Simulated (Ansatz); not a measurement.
## Electronic structure of BHOSn (SMILES O=[B][SnH]) in real space

```yaml
atoms:
  - { symbol: B, position_ang: [0.7082, 0.0767, -0.6632] }
  - { symbol: O, position_ang: [1.7665, 0.3262, -1.1831] }
  - { symbol: Sn, position_ang: [-1.3491, -0.2481, 0.3255] }
  - { symbol: H, position_ang: [-0.9940, -1.9775, 0.3975] }
```

Geometry: PBE0-D4/def2-TZVP; core potentials replace the inner electrons of Sn.

Level of theory: isolated molecule in a Gaussian basis; Kohn-Sham density functional theory, functional PBE0 in Ansatz 0.2.0.

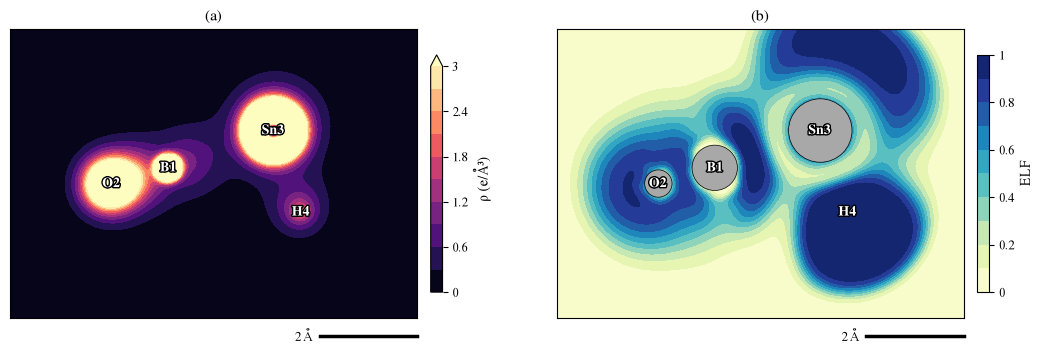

Figure 1. (a) electron density; (b) electron localisation function on the molecular plane. Grey discs cover the atomic cores in the ELF map.

Q: Describe what can be read from this map.

A: Atoms in the plane: B, O, Sn and H. B–O (1.21 Å): ρ at the midpoint is about 3.1 e/Å³; the ELF peaks at about 0.85 between the atoms, as expected for a polar covalent bond. Sn–B (2.31 Å): the density is about 0.55 e/Å³ at the midpoint; the ELF peaks at about 0.95 in the valence shell of B, 0.8 Å from its nucleus, and drops to about 0.20 between the two atoms. Sn–H (1.77 Å): the density is about 1 e/Å³ at the midpoint; the ELF climbs to about 1 towards the hydrogen. The ELF also peaks beside O2, away from the bonds: lone-pair regions.

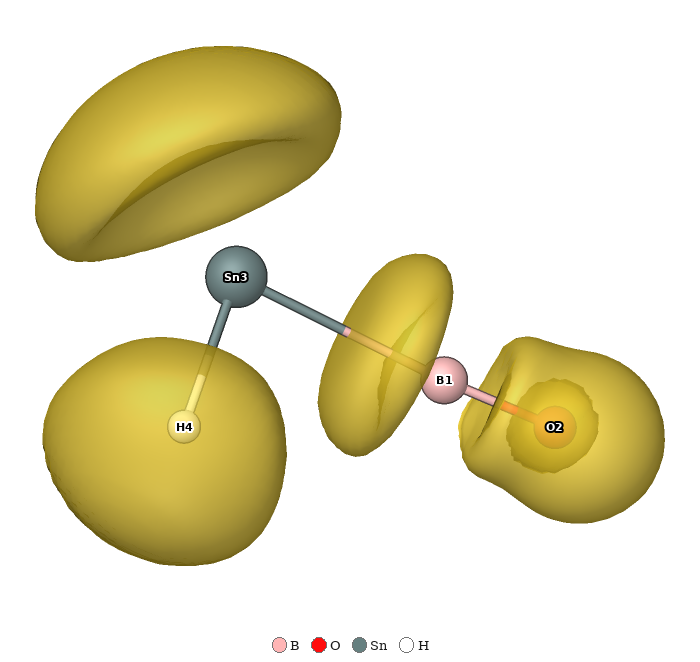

Figure 2. Isosurface of the electron localisation function at 0.75 (yellow), seen at a tilt. Core shells and regions of very low density are left out.

Q: What do the ELF domains correspond to?

A: At this value the surface marks out one region around a hydrogen nucleus, one lobe of the valence shell of B pointing towards Sn (polar bonds), one region on O in which the atom's valence shell and bonds are merged and one lobe on Sn, pointing away from the bonds (lone pairs).

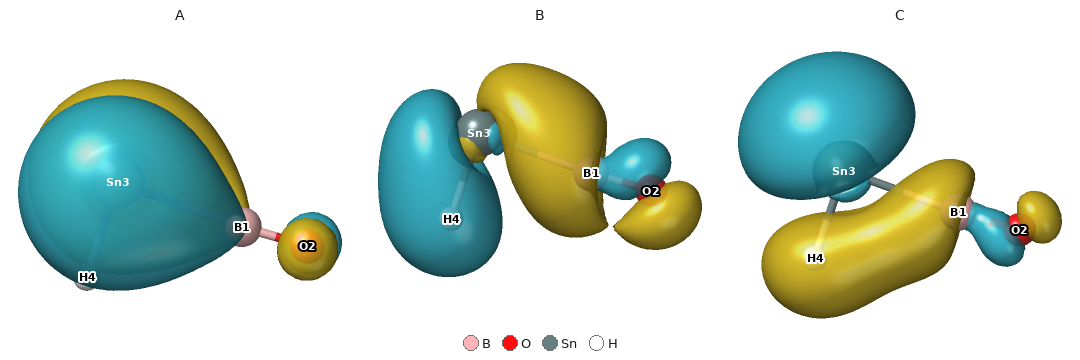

Figure 3. Three frontier orbitals at ±0.08 Å⁻³ᐟ² (yellow and cyan are the two phases), in no order.

Q: Order the three orbitals by energy and name them.

A: B is the HOMO−1 (−8.93 eV). By Hirshfeld shares it lies mainly on Sn3 (about 40 %), B1 (about 30 %), H4 (about 20 %) and O2 (about 10 %); it is symmetric in the molecular plane (an in-plane orbital: σ, lone-pair or in-plane π type). C is the HOMO (−7.46 eV). By Hirshfeld shares it lies mainly on Sn3 (about 70 %), H4 (about 15 %) and B1 (about 10 %); it is symmetric in the molecular plane (an in-plane orbital: σ, lone-pair or in-plane π type). A is the LUMO (−3.80 eV). It lies mainly on Sn3 (about 85 %) and B1 (about 10 %); it changes sign across the molecular plane (π type).

Q: What is the HOMO–LUMO gap?

A: 3.66 eV between the orbital energies.
